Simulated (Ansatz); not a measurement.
**Run report: CH₇BF₂SiSn, phonon calculation**

System: CH₇BF₂SiSn, SMILES [BH2][SnH]([F])[SiH2]CF.
Method: RKS PBE0-D4/def2-SVP (Ansatz 0.2.0).

It belongs to a series of runs on one base structure; here: vibrations at the highest image of the band. Figures and captions count atoms from 1; the log counts them from 0 in places.

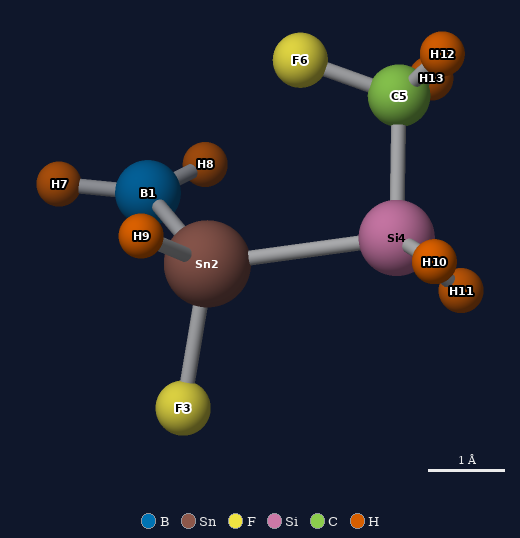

Fig. 1: The structure as given in the input (ball-and-stick view, seen at a tilt; atoms are numbered from 1 in the order of the input). Sticks mark near contacts.

## Input file
```yaml
crystal:
  periodic: [false, false, false]
  atoms:
    - { symbol: B, position_ang: [-1.234224, -1.822118, 1.166689] }
    - { symbol: Sn, position_ang: [0.709231, -0.662581, 1.154763] }
    - { symbol: F, position_ang: [2.104909, -2.035465, 1.309313] }
    - { symbol: Si, position_ang: [1.111173, 0.636898, -1.025341] }
    - { symbol: C, position_ang: [-0.614199, 1.47966, -1.128964] }
    - { symbol: F, position_ang: [-1.253473, 1.326736, 0.105744] }
    - { symbol: H, position_ang: [-1.666184, -2.289661, 2.191148] }
    - { symbol: H, position_ang: [-1.845266, -1.992752, 0.140938] }
    - { symbol: H, position_ang: [0.980514, 0.32335, 2.535535] }
    - { symbol: H, position_ang: [2.199659, 1.658652, -0.960112] }
    - { symbol: H, position_ang: [1.331419, -0.225422, -2.225656] }
    - { symbol: H, position_ang: [-0.556686, 2.558061, -1.348875] }
    - { symbol: H, position_ang: [-1.246575, 1.009741, -1.90018] }
basis:
  gaussian: { orbitals: def2-SVP }
hamiltonian:
  xc: pbe0
  dispersion: d4
phonons: {}
```

Launched with:
```bash
ansatz run input.yaml --threads 2 --pin off --max-ram 3072MiB --backend cpu --events-out ev --progress --plain --runs-dir out
```

## What the program printed
```
Engine: ansatz 0.2.0, x86_64-unknown-linux-gnu
Functional definition: PBE0
  parameter a = 0.25
  parameter kappa = 0.804
  parameter beta = 0.06672455060314922
  exchange = (1 - a)*pbe_x(kappa = kappa, mu = beta*pi^2/3) + a*exact_x
  correlation = pbe_c(beta = beta)
1532 factors; integrals over basis functions are off by at most 3.9e-4 eV
mean field evaluation 1: about -20946.6400 eV, gradient 4.3e1 eV
mean field evaluation 2: about -20940.6608 eV, gradient 7.5e1 eV
mean field evaluation 4: about -20950.3085 eV, gradient 2.9e0 eV
mean field evaluation 8: about -20950.3682 eV, gradient 1.1e-1 eV
mean field evaluation 16: about -20950.3682 eV, gradient 8.5e-5 eV
mean field -20950.36820612 eV, -769.9118309053 hartree, gradient 8.5e-5 eV, S^2 0.000000; 0 other end points of the search recorded, 0 dependent functions left out
the calculation of the forces begins
reference -20950.36824194 eV, -769.9118322217 hartree; 36, 36 occupied and 99, 99 virtual orbitals, 1532 factors
these checks for a lower state are left out or cut short: stability, starts, cluster_reference, orbital_swaps, neighbouring_geometries, increment
1532 factors; integrals over basis functions are off by at most 3.9e-4 eV
mean field -20950.36813686 eV, -769.9118283600 hartree, gradient 1.9e-6 eV, S^2 0.000000; 0 other end points of the search recorded, 0 dependent functions left out
[... from here on the field's lines of each further geometry are left out, up to the last ...]
the calculation of the forces begins
reference -20950.36818111 eV, -769.9118299863 hartree; 36, 36 occupied and 99, 99 virtual orbitals, 1532 factors
these checks for a lower state are left out or cut short: stability, starts, cluster_reference, orbital_swaps, neighbouring_geometries, increment
1532 factors; integrals over basis functions are off by at most 3.9e-4 eV
mean field evaluation 480: about -20950.3681 eV, gradient 3.0e-6 eV
mean field -20950.36814880 eV, -769.9118287988 hartree, gradient 3.0e-6 eV, S^2 0.000000; 0 other end points of the search recorded, 0 dependent functions left out
the calculation of the forces begins
reference -20950.36818462 eV, -769.9118301151 hartree; 36, 36 occupied and 99, 99 virtual orbitals, 1532 factors
WARN: phonons: modes at or below zero, which the zero-point energy, F, S and C_V leave out: 1, the lowest at -124.89 cm⁻¹. A minimum has none, and a first-order saddle one
Total energy: -20950.63280857 eV, -769.9215548661 hartree
Atom 0 at    -1.234224    -1.822118     1.166689 Å, force     0.010211    -0.009868    -0.000402 eV/Å
Atom 1 at     0.709231    -0.662581     1.154763 Å, force     0.006659     0.006113     0.002883 eV/Å
Atom 2 at     2.104909    -2.035465     1.309313 Å, force    -0.004617    -0.000871    -0.001127 eV/Å
Atom 3 at     1.111173     0.636898    -1.025341 Å, force    -0.005910    -0.006008    -0.002662 eV/Å
Atom 4 at    -0.614199     1.479660    -1.128964 Å, force    -0.000506     0.003567     0.007130 eV/Å
Atom 5 at    -1.253473     1.326736     0.105744 Å, force     0.003405     0.001271    -0.004230 eV/Å
Atom 6 at    -1.666184    -2.289661     2.191148 Å, force    -0.007916     0.008747    -0.002168 eV/Å
Atom 7 at    -1.845266    -1.992752     0.140938 Å, force     0.000266     0.000981    -0.000228 eV/Å
Atom 8 at     0.980514     0.323350     2.535535 Å, force     0.001345    -0.001891     0.002892 eV/Å
Atom 9 at     2.199659     1.658652    -0.960112 Å, force    -0.001079    -0.000217     0.004125 eV/Å
Atom 10 at     1.331419    -0.225422    -2.225656 Å, force     0.000162     0.003651    -0.004129 eV/Å
Atom 11 at    -0.556686     2.558061    -1.348875 Å, force    -0.002708    -0.001224    -0.002182 eV/Å
Atom 12 at    -1.246575     1.009741    -1.900180 Å, force     0.000688    -0.004252     0.000097 eV/Å
Dipole moment:    -0.445649     0.416565    -0.418072 e Å
Vibrations: -124.89 17.31 69.24 83.09 106.60 119.73 130.54 279.30 373.92 404.07 496.76 509.00 579.49 598.68 617.75 641.01 657.61 756.84 838.61 864.70 936.44 1038.12 1141.21 1239.63 1290.57 1452.88 1916.48 2227.03 2237.43 2597.19 2714.22 3074.63 3143.48 cm⁻¹, zero-point energy 2.055258 eV
```

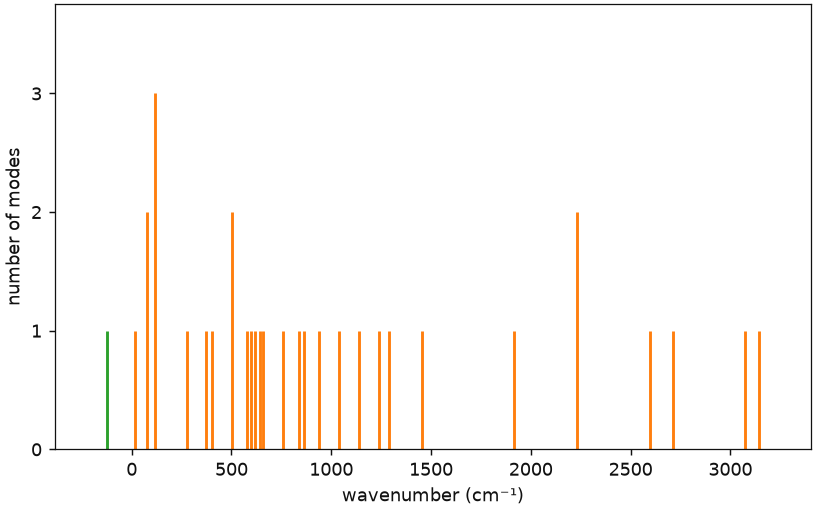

Fig. 2: Harmonic vibrational wavenumbers from the force constants; neighbouring modes closer than 15 cm⁻¹ are counted in one stick, and imaginary ones are drawn at negative wavenumbers. 33 modes from 125i to 3143 cm⁻¹, 1 imaginary beyond 8i (125i cm⁻¹): a first-order saddle point, if the geometry is stationary.

## Key numbers

| quantity | value |
| --- | --- |
| outcome | converged |
| total energy | −20950.6328 eV |
| mean-field energy | −20950.3682 eV |
| largest force (length of the vector) | 0.014 eV/Å |
| hardware | 2 threads of AMD EPYC (Zen 5), 16 GiB of memory available, shared host |
| wall time | 1.9 min (CPU time 3.6 min) |
| peak memory | 0.43 GiB |
